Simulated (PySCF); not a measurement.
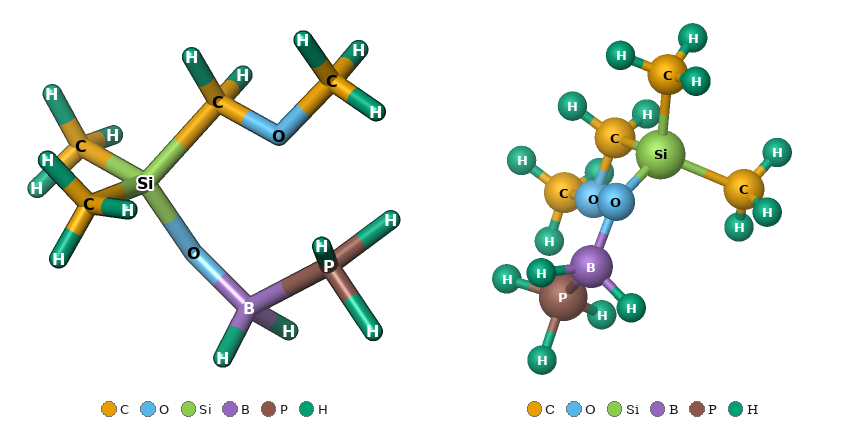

The same structure drawn twice, from different directions.

Computed geometry: GFN2-xTB optimisation. No frequency run is at hand to confirm it as a minimum.

**What is the molecular formula?**

C4H16BO2PSi, 25 atoms: 4 carbon, 16 hydrogen, 1 boron, 2 oxygen, 1 phosphorus and 1 silicon.

**How many bonds of each kind are drawn?**

11 C–H, 3 C–Si, 3 P–H, 2 C–O, 2 B–H, 1 O–Si, 1 B–O, 1 B–P.

**What is its SMILES?**

COC[Si](C)(C)O[BH2-][PH3+]

**Name some functional groups or characteristic bonds that it holds.**

Among them: ether, Si–O bond, B–H bond.

More results for the same structure follow; atom numbers are the same in all pictures, views and colours differ.

## Symmetry

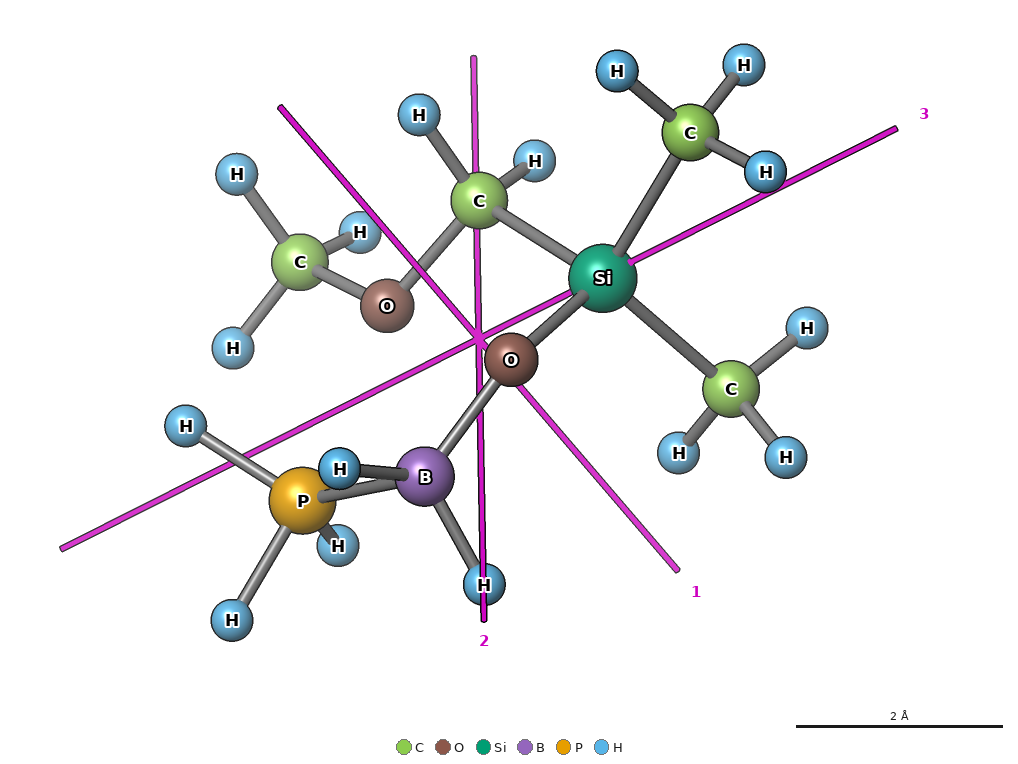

The three principal axes of inertia are drawn and numbered. Depth is shown by fading: the farther an atom, the more it takes the colour of the background. No frequency run is at hand to confirm it as a minimum. Masses are those of the most abundant isotopes; constants are for the rigid equilibrium geometry.

**Which line is the a axis (least moment of inertia), which b and which c?**

a is line 3, b is line 2, c is line 1; the moments are 360, 591, 768 u Å².

**What kind of rotor is it, and what are its rotational constants in GHz?**

An asymmetric top (C1): A = 1.40, B = 0.855, C = 0.658 GHz. Ray's parameter κ is −0.47, nearer the prolate limit.

## NMR shielding

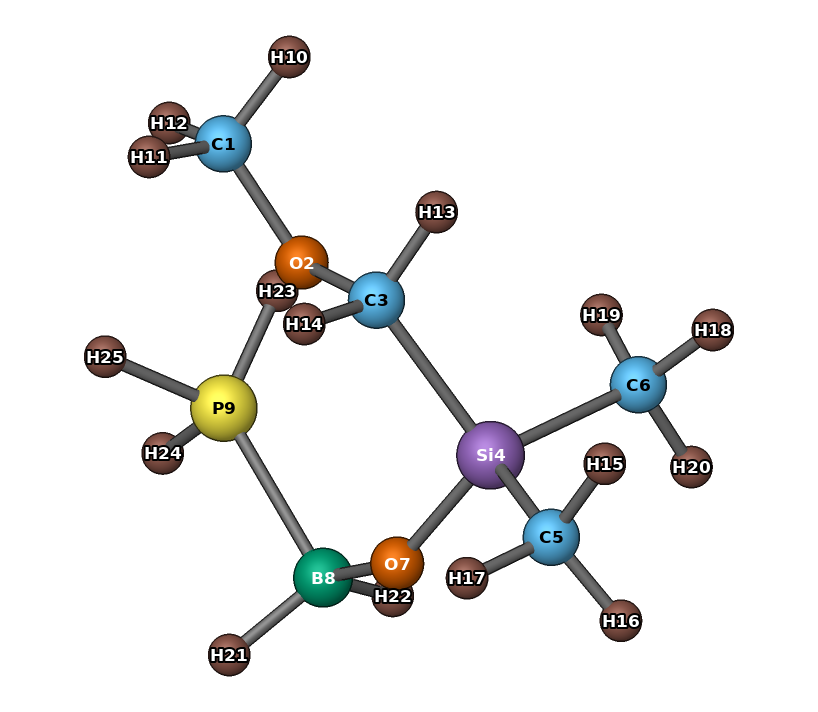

The questions are on isotropic NMR shieldings of the O atoms. No frequency run is at hand to confirm it as a minimum. Level of theory: GIAO PBE0/pcSseg-1 NMR shielding, non-relativistic, gas phase (PySCF 2.14.0).

Give the isotropic NMR shieldings of the O atoms atom by atom.

```
atom  σ (ppm)
  O2    308.0
  O7    296.6
```

## Electronic properties

No frequency run is at hand to confirm it as a minimum. Properties computed with PBE0/pcSseg-1, gas phase (PySCF 2.14.0).

What does the calculation give?

- dipole moment: 4.96 D
- HOMO energy (Kohn–Sham orbital): −6.93 eV
- LUMO energy (Kohn–Sham orbital): 0.54 eV
- HOMO–LUMO gap: 7.46 eV

## Quadrupole coupling

No frequency run is at hand to confirm it as a minimum. Electric field gradients from the ground-state density, PBE0/pcSseg-1 (PySCF 2.14.0), non-relativistic apart from any core potentials.

Give the largest field-gradient component, the quadrupole coupling constant and the asymmetry for 17O at O2 (Q = −25.6 mb), 17O at O7 (Q = −25.6 mb), 11B at B8 (Q = 40.59 mb).

```json
{"atom": "O2", "V_zz (a.u.)": "−2.051", "e²qQ/h (MHz)": "12.34", "η": "0.87"}
{"atom": "O7", "V_zz (a.u.)": "1.102", "e²qQ/h (MHz)": "−6.63", "η": "0.33"}
{"atom": "B8", "V_zz (a.u.)": "0.240", "e²qQ/h (MHz)": "2.28", "η": "0.66"}
```

## Charges

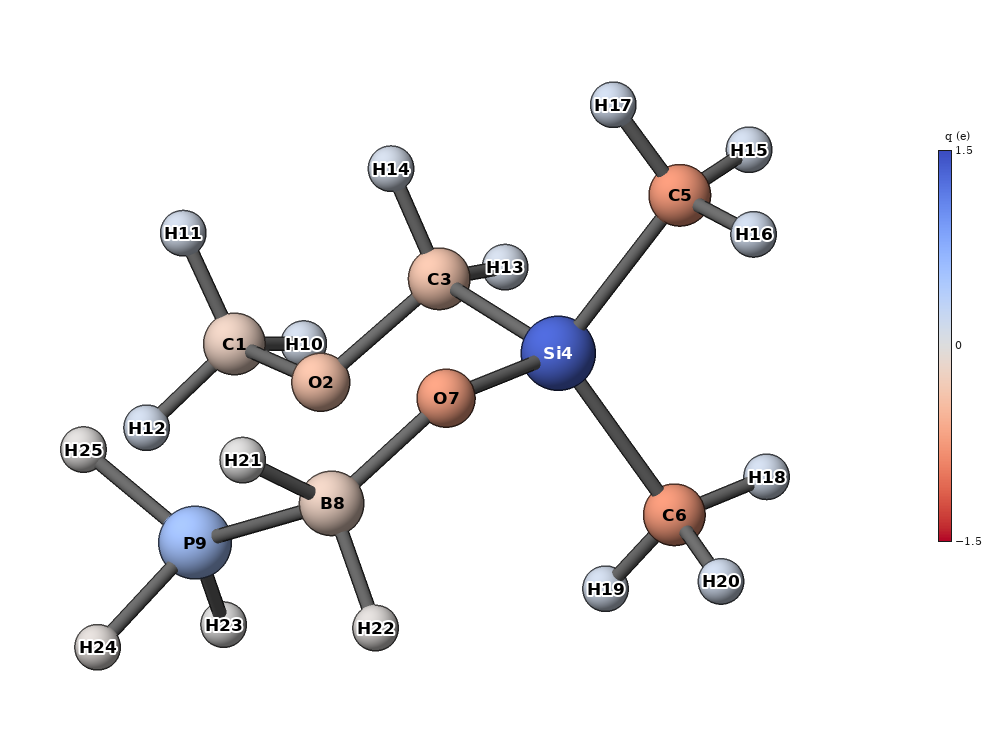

Atoms are coloured by their IAO charges. No frequency run is at hand to confirm it as a minimum. Level of theory: PBE0/pcSseg-1, gas phase (PySCF 2.14.0).

**Which atom carries the highest charge (most positive or least negative)?**

Si4 (1.30 e).

**And the lowest?**

C6 (−0.75 e).

Give the IAO charges atom by atom.

| atom | value (e) |
| --- | --- |
| C1 | −0.20 |
| O2 | −0.39 |
| C3 | −0.36 |
| Si4 | 1.30 |
| C5 | −0.74 |
| C6 | −0.75 |
| O7 | −0.68 |
| B8 | −0.20 |
| P9 | 0.54 |
| H10 | 0.13 |
| H11 | 0.13 |
| H12 | 0.14 |
| H13 | 0.12 |
| H14 | 0.12 |
| H15 | 0.15 |
| H16 | 0.16 |
| H17 | 0.16 |
| H18 | 0.15 |
| H19 | 0.15 |
| H20 | 0.16 |
| H21 | −0.01 |
| H22 | −0.02 |
| H23 | −0.01 |
| H24 | −0.04 |
| H25 | −0.01 |

The geometry is semi-empirical. Around B, P, Si such bond lengths and angles can be off by a tenth of an ångström or more and by several degrees, and values that hang on the shape move with them.
